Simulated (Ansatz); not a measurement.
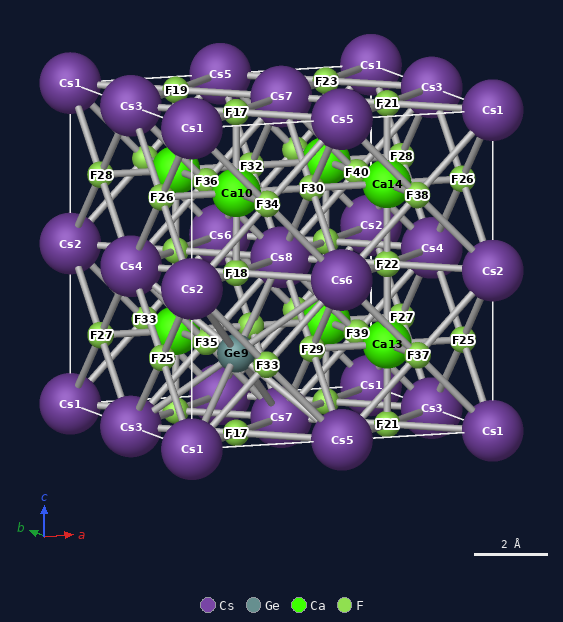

Fig. 1: The structure as given in the input (ball-and-stick view of the cell of the calculation, seen slightly off an axis; atoms are numbered from 1 in the order of the input).

## Two runs on Cs$_{8}$GeCa$_{7}$F$_{24}$

System: Cs$_{8}$GeCa$_{7}$F$_{24}$ (defect cell, 40 atoms in the cell).
Method of run A: DFT, HSE06, PAW, plane waves (Ansatz 0.2.0).

Text and figures count atoms from 1; the logs count them from 0 in places.

### Input file, run A
```yaml
crystal:
  lattice:
    - [8.988828, 0.000000, 0.000000]
    - [0.000000, 8.988828, 0.000000]
    - [0.000000, 0.000000, 8.988828]
  atoms:
    - { symbol: Cs, position: [0.000014, 0.000095, 0.999847] }
    - { symbol: Cs, position: [0.000402, 0.000445, 0.499524] }
    - { symbol: Cs, position: [0.999645, 0.500316, 0.999824] }
    - { symbol: Cs, position: [0.000108, 0.500095, 0.499451] }
    - { symbol: Cs, position: [0.499160, 0.000746, 0.000441] }
    - { symbol: Cs, position: [0.498683, 0.001307, 0.498777] }
    - { symbol: Cs, position: [0.499500, 0.499499, 0.000282] }
    - { symbol: Cs, position: [0.499037, 0.499243, 0.499020] }
    - { symbol: Ge, position: [0.248978, 0.250237, 0.249442] }
    - { symbol: Ca, position: [0.249271, 0.250295, 0.750233] }
    - { symbol: Ca, position: [0.249413, 0.750145, 0.249552] }
    - { symbol: Ca, position: [0.249703, 0.750183, 0.749669] }
    - { symbol: Ca, position: [0.750540, 0.250212, 0.249466] }
    - { symbol: Ca, position: [0.749617, 0.250269, 0.749553] }
    - { symbol: Ca, position: [0.749592, 0.750254, 0.249653] }
    - { symbol: Ca, position: [0.749392, 0.750372, 0.749432] }
    - { symbol: F, position: [0.248286, 0.250227, 0.001286] }
    - { symbol: F, position: [0.248508, 0.250045, 0.500149] }
    - { symbol: F, position: [0.249817, 0.749869, 0.999872] }
    - { symbol: F, position: [0.249722, 0.750294, 0.499374] }
    - { symbol: F, position: [0.750480, 0.250390, 0.999815] }
    - { symbol: F, position: [0.750464, 0.250417, 0.499250] }
    - { symbol: F, position: [0.749194, 0.750564, 0.999707] }
    - { symbol: F, position: [0.749507, 0.750345, 0.499339] }
    - { symbol: F, position: [0.002103, 0.250284, 0.248913] }
    - { symbol: F, position: [0.999744, 0.250300, 0.750030] }
    - { symbol: F, position: [0.999768, 0.750256, 0.249551] }
    - { symbol: F, position: [0.999671, 0.750585, 0.749681] }
    - { symbol: F, position: [0.500798, 0.250102, 0.248888] }
    - { symbol: F, position: [0.499197, 0.250706, 0.750396] }
    - { symbol: F, position: [0.499263, 0.750185, 0.250042] }
    - { symbol: F, position: [0.499401, 0.750016, 0.749315] }
    - { symbol: F, position: [0.248308, 0.000663, 0.248946] }
    - { symbol: F, position: [0.249951, 0.000525, 0.750130] }
    - { symbol: F, position: [0.248432, 0.499637, 0.249314] }
    - { symbol: F, position: [0.249507, 0.500004, 0.749915] }
    - { symbol: F, position: [0.750642, 0.000527, 0.249629] }
    - { symbol: F, position: [0.748931, 0.000480, 0.749301] }
    - { symbol: F, position: [0.750464, 0.499992, 0.249499] }
    - { symbol: F, position: [0.749403, 0.500213, 0.749316] }
  symmetry: { detect: false }
kpoints:
  mp_grid: { grid: [1, 1, 1], shift: [0.25, 0.25, 0.25] }
hamiltonian:
  xc: hse06
scf:
  occupations: { method: fermi_dirac, width: 0.01 }
output:
  forces: true
  eigenvalues: true
  populations: true
  eigenstates: { kpoints: [[0.25, 0.25, 0.25]], e_range: [-6.0, 6.0], localisation: true }
```

Command:
```bash
ansatz run in.yaml --threads 8 --pin off --max-ram 13300MiB --runs-dir r --events-out ev --progress --plain
```

Hardware: 8 threads of Intel Xeon @ 2.50GHz, 14 GiB of memory available, shared host.

### Output, shortened to warnings, some set-up lines, iterations and results (run A)
```
Basis set: ecut = 420 eV, 14147 PW (Γ), exchange–correlation on 128×128×128 points (8 copies of the dense FFT grid, shifted against one another)
Symmetry: 1 space group operations
k-points: 1
Initial density: superposition of atomic densities (neutral atoms: chi_scale 0, normalization atom), corrected by the library's trained network
[...]
SCF iter   1: F=—  HF=-81845.617455 eV  |F-HF|=—  |Δ(HF+E_count)|=         —  Δρ=1.38e-3  dr2=2.91e-2  ethr=1.77e-3  ⟨swp⟩=15.0  Hψ=1188  notcnv=0
SCF iter   2: F=-81845.616496 eV  HF=-81845.617183 eV  |F-HF|=6.86e-4  |Δ(HF+E_count)|=   2.72e-4  Δρ=8.50e-4  dr2=2.45e-3  ethr=7.51e-7  ⟨swp⟩=3.0  Hψ=1160  notcnv=0  defer=1
SCF 1 stopped early in 2 iterations: F = -81845.616496 eV  dr2 = 2.45e-3
SCF iter   1: F=—  HF=-81887.701094 eV  |F-HF|=—  |Δ(HF+E_count)|=         —  Δρ=8.74e-3  dr2=6.87e-1  ethr=7.57e-6  ⟨swp⟩=12.0  Hψ=1066  notcnv=0
SCF iter   2: F=—  HF=-81887.500723 eV  |F-HF|=—  |Δ(HF+E_count)|=   2.00e-1  Δρ=6.39e-3  dr2=1.02e-1  ethr=7.57e-6  ⟨swp⟩=7.0  Hψ=820  notcnv=0
[... 7 lines ...]
SCF iter   2: F=—  HF=-81887.568658 eV  |F-HF|=—  |Δ(HF+E_count)|=   1.82e-5  Δρ=1.83e-5  dr2=1.18e-6  ethr=1.76e-8  ⟨swp⟩=4.0  Hψ=451  notcnv=0
SCF iter   3: F=—  HF=-81887.568661 eV  |F-HF|=—  |Δ(HF+E_count)|=   2.95e-6  Δρ=1.15e-5  dr2=5.41e-7  ethr=2.61e-10  ⟨swp⟩=8.0  Hψ=706  notcnv=0
SCF iter   4: F=—  HF=-81887.568661 eV  |F-HF|=—  |Δ(HF+E_count)|=   1.23e-7  Δρ=4.53e-6  dr2=1.19e-7  ethr=1.61e-10  ⟨swp⟩=4.0  Hψ=480  notcnv=0
SCF iter   5: F=-81887.568661 eV  HF=-81887.568661 eV  |F-HF|=5.06e-9  |Δ(HF+E_count)|=   3.19e-8  Δρ=1.19e-6  dr2=8.12e-9  ethr=3.12e-11  ⟨swp⟩=4.0  Hψ=456  notcnv=0
SCF 3 converged in 5 iterations: F = -81887.568661 eV  dr2 = 8.12e-9
  Residual-converged pass: ⟨swp⟩=3.0  Hψ=462  notcnv=0  max |occ|·‖R‖ = 1.7e-6 eV (tolerance 2.0e-6 eV)  dr2=7.64e-9  dr2_onsite=4.17e-10  max |Δocc| = 0.0e0
hybrid outer 2: dexx = +3.131e-6 eV, tail = 6.19e-8 eV, Δε = 2.20e-3 eV (about 4.10e-5 eV left of the loop's levels), ΔF = 5.77e-3 eV/Å (tail 4.86e-4)
NSCF: frozen V_eff on 1 k-points
hybrid SCF converged: 2 outer / 12 inner (+2 warm-up), last move |dexx| = 3.13e-6 eV, tail = 6.19e-8 eV
Stability not checked: this state was not tested for a lower state beside it, because the functional holds exact exchange (a hybrid, or Hartree-Fock), whose exchange loop this test does not read (fock_operator; see scf.lower_state_search)
Free energy (F): -81887.568661 eV
Harris-Foulkes:  -81887.568661 eV  (|F-HF|=5.06e-9)
Internal energy: -81887.568661 eV  (E = F + TS)
E sigma→0 (E₀):  -81887.568661 eV
Fermi energy:    7.479023 eV
--- Per-component energies (eV) ---
  E_band       = -2648.901719
  E_kinetic    = 8234.350105
  E_local      = -24919.158670  (includes V_loc(G=0)·N_el)
  E_nonlocal   = 2822.917253
  E_hartree    = 9594.602920
  E_xc         = -3504.219194
  E_vxc        = -3793.937088  (∫ρ·V_xc dr)
  E_exx        = -1027.622542  (= α·E_x^exact, valence–valence)
  E_paw        = -53261.678282  (= ΣΔE_a)
  E_vpaw       = -2127.091379  (= ΣTr[D̂ρ^β])
  E_aug_tail   = 0.050146  (compensation charges beyond the density's cutoff)
  E_ewald      = -19823.392301
  E_core_change = -3.418106  (= ΣΔE_core)
  E_smearing   = -0.000000  (= −TS)
  E_closure    = 0.000011  (closes the sum)
  Σ components = -81887.568661   (vs F -81887.568661, Δ=0.00e0)
--- Forces (eV/Å), atoms counted from 1 ---
  atom   1  Cs    -0.00625526    -0.00008224    -0.00376675
  atom   2  Cs    -0.00671477     0.00030221     0.00100711
  atom   3  Cs     0.00136024     0.00252342    -0.00399162
  atom   4  Cs    -0.00105950    -0.00043773     0.00246816
  atom   5  Cs     0.00462369     0.00026687    -0.00331756
  atom   6  Cs     0.00627524    -0.00423277     0.00296253
  atom   7  Cs    -0.00302827     0.00409526    -0.00002161
  atom   8  Cs    -0.00021778     0.00335703    -0.00150021
  atom   9  Ge    -0.01823978     0.00349850    -0.01504476
  atom  10  Ca     0.00811338     0.00037070     0.00040939
  atom  11  Ca     0.00270196    -0.00184580     0.00178262
  atom  12  Ca     0.00464322     0.00207009     0.00030007
  atom  13  Ca     0.00033842     0.00086230     0.00150242
  atom  14  Ca    -0.00279512     0.00245525     0.00341576
  atom  15  Ca     0.00035780     0.00318319     0.00091280
  atom  16  Ca    -0.00591874     0.00007714    -0.00072166
  atom  17  F      0.00021816     0.00091602     0.00926064
  atom  18  F     -0.00045964     0.00181567     0.00154416
[...]
```

The input of run B differs as follows (lines with − go, lines with + come):
```diff
-  xc: hse06
+  xc: r2scan
+  write_density: true
+  write_potential: true
+  elf: true
+  volumetric_format: npy
```

What does this change do to the results?

The total energies belong to different methods, so their difference says nothing on which is more stable or more accurate. The functional changes from HSE06 to r2SCAN. The SCF takes 9 iterations against 14. The default cutoff goes from 420 to 500 eV with the change. The plane waves at Γ go from 14147 to 18349. On the same kind of shared host run B took about 0.22 times as long.

### Output, shortened to warnings, some set-up lines, iterations and results (run B)
```
Basis set: ecut = 500 eV, 18349 PW (Γ), exchange–correlation on 288×288×288 points (64 copies of the dense FFT grid, shifted against one another)
Symmetry: 1 space group operations
k-points: 1
Initial density: superposition of atomic densities (neutral atoms: chi_scale 0, normalization atom), corrected by the library's trained network
[...]
SCF iter   1: F=—  HF=-82048.723984 eV  |F-HF|=—  |Δ(HF+E_count)|=         —  Δρ=8.22e-3  dr2=5.30e-1  dr2_τ=7.45e-1  ethr=1.77e-3  ⟨swp⟩=9.0  Hψ=979  notcnv=0  defer=3
SCF iter   2: F=—  HF=-82049.553813 eV  |F-HF|=—  |Δ(HF+E_count)|=   8.30e-1  Δρ=3.63e-3  dr2=5.81e-2  dr2_τ=9.88e-3  ethr=1.64e-4  ⟨swp⟩=3.0  Hψ=396  notcnv=0  defer=36
SCF iter   3: F=—  HF=-82049.537133 eV  |F-HF|=—  |Δ(HF+E_count)|=   1.67e-2  Δρ=1.31e-3  dr2=1.10e-2  dr2_τ=1.17e-3  ethr=1.79e-5  ⟨swp⟩=3.0  Hψ=269  notcnv=0  defer=36
SCF iter   4: F=—  HF=-82049.533351 eV  |F-HF|=—  |Δ(HF+E_count)|=   3.78e-3  Δρ=3.46e-4  dr2=4.65e-4  dr2_τ=7.86e-5  ethr=3.41e-6  ⟨swp⟩=3.0  Hψ=296  notcnv=0  defer=36
SCF iter   5: F=—  HF=-82049.533450 eV  |F-HF|=—  |Δ(HF+E_count)|=   9.85e-5  Δρ=1.05e-4  dr2=5.98e-5  dr2_τ=4.19e-6  ethr=1.44e-7  ⟨swp⟩=2.0  Hψ=324  notcnv=0  defer=36
SCF iter   6: F=—  HF=-82049.534175 eV  |F-HF|=—  |Δ(HF+E_count)|=   7.25e-4  Δρ=3.45e-5  dr2=5.97e-6  dr2_τ=7.19e-7  ethr=1.85e-8  ⟨swp⟩=2.0  Hψ=357  notcnv=0  defer=36
SCF iter   7: F=—  HF=-82049.534178 eV  |F-HF|=—  |Δ(HF+E_count)|=   3.05e-6  Δρ=1.78e-5  dr2=1.79e-6  dr2_τ=1.44e-7  ethr=1.84e-9  ⟨swp⟩=2.0  Hψ=316  notcnv=0  defer=36
SCF iter   8: F=—  HF=-82049.534177 eV  |F-HF|=—  |Δ(HF+E_count)|=   2.25e-7  Δρ=6.00e-6  dr2=2.41e-7  dr2_τ=1.45e-8  ethr=5.52e-10  ⟨swp⟩=2.0  Hψ=320  notcnv=0  defer=36
SCF iter   9: F=-82049.534177 eV  HF=-82049.534177 eV  |F-HF|=1.70e-9  |Δ(HF+E_count)|=   2.84e-8  Δρ=9.58e-7  dr2=4.95e-9  dr2_τ=6.95e-10  ethr=3.09e-11  ⟨swp⟩=17.0  Hψ=1776 …
SCF 1 converged in 9 iterations: F = -82049.534177 eV  dr2 = 4.95e-9
NSCF: frozen V_eff on 1 k-points
SCF converged after 9 iterations
Free energy (F): -82049.534177 eV
Harris-Foulkes:  -82049.534177 eV  (|F-HF|=1.70e-9)
Internal energy: -82049.534177 eV  (E = F + TS)
E sigma→0 (E₀):  -82049.534177 eV
Fermi energy:    7.619010 eV
--- Per-component energies (eV) ---
  E_band       = -2265.794306
  E_kinetic    = 8221.597750
  E_local      = -24911.773786  (includes V_loc(G=0)·N_el)
  E_nonlocal   = 2832.772319
  E_hartree    = 9580.119449
  E_xc         = -4258.350940
  E_vxc        = -5360.047309  (∫ρ·V_xc dr)
  E_paw        = -53687.546075  (= ΣΔE_a)
  E_vpaw       = -2556.444234  (= ΣTr[D̂ρ^β])
  E_aug_tail   = 0.024191  (compensation charges beyond the density's cutoff)
  E_vtau       = 347.843670  (kinetic-family band-sum trace: ∫τ·v_τ [+ j·A + Jᵃ·Aᵃ] dr)
  E_ewald      = -19823.392301
  E_core_change = -2.984785  (= ΣΔE_core)
  E_smearing   = -0.000000  (= −TS)
  E_closure    = 0.000000  (closes the sum)
  Σ components = -82049.534177   (vs F -82049.534177, Δ=0.00e0)
--- Forces (eV/Å), atoms counted from 1 ---
  atom   1  Cs    -0.00290034     0.00355289    -0.00054290
  atom   2  Cs    -0.00310279     0.00419593    -0.00264716
  atom   3  Cs     0.00499967    -0.00082613    -0.00061974
  atom   4  Cs     0.00273724    -0.00422170    -0.00124494
  atom   5  Cs     0.00082114     0.00424727     0.00064717
  atom   6  Cs     0.00238208    -0.00007523    -0.00116406
  atom   7  Cs    -0.00713952     0.00041876     0.00408822
  atom   8  Cs    -0.00436853    -0.00086623    -0.00585526
  atom   9  Ge    -0.02041366     0.00356729    -0.01606203
  atom  10  Ca     0.00930497     0.00014219     0.00134569
  atom  11  Ca     0.00363378    -0.00171051     0.00234215
  atom  12  Ca     0.00404384     0.00234350    -0.00006210
  atom  13  Ca     0.00193067     0.00096166     0.00215552
  atom  14  Ca    -0.00371033     0.00259971     0.00300363
  atom  15  Ca    -0.00039041     0.00304075     0.00049632
  atom  16  Ca    -0.00521304    -0.00009916    -0.00034645
  atom  17  F     -0.00163450     0.00091466    -0.00885261
  atom  18  F     -0.00247174     0.00217693     0.02546065
  atom  19  F     -0.00017910     0.00300675    -0.00219715
  atom  20  F     -0.00311522     0.00040652     0.00082449
  atom  21  F     -0.00011702    -0.00231569    -0.00494783
  atom  22  F     -0.00100133    -0.00165384     0.00222894
  atom  23  F      0.00089031    -0.00349609    -0.00263801
  atom  24  F      0.00089566    -0.00082504     0.00628964
  atom  25  F     -0.00642488    -0.00008342     0.00112314
  atom  26  F     -0.00501541    -0.00209411     0.00002450
  atom  27  F     -0.00169799    -0.00162116     0.00087982
  atom  28  F      0.00045068    -0.00198407    -0.00148254
[...]
```

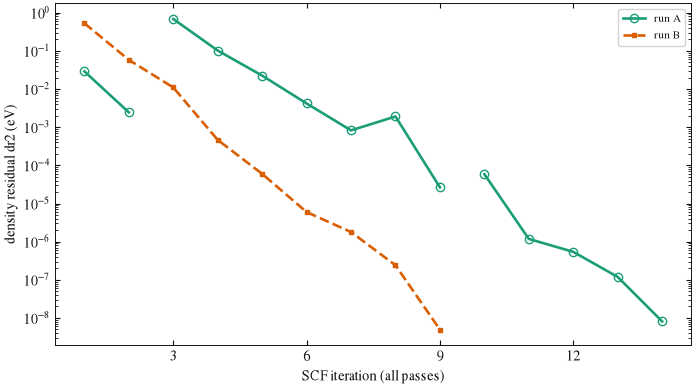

Fig. 2: Convergence of the two runs: density residual dr2 against the SCF iteration. A break in a curve parts two SCF passes. Run A takes 14 iterations in all, and run B takes 9.

### The two runs side by side

```csv
quantity,run A,run B
outcome,converged,converged
free energy per atom (eV),−2047.1892,−2051.2384
largest force (eV/Å),0.024,0.038
SCF iterations,14,9
irreducible k-points,1,1
plane waves at Γ,14147,18349
wall time (shared host),93 s,21 s
```

For both runs: The k-point mesh is coarse for a cell of this size, so the results may not be converged.
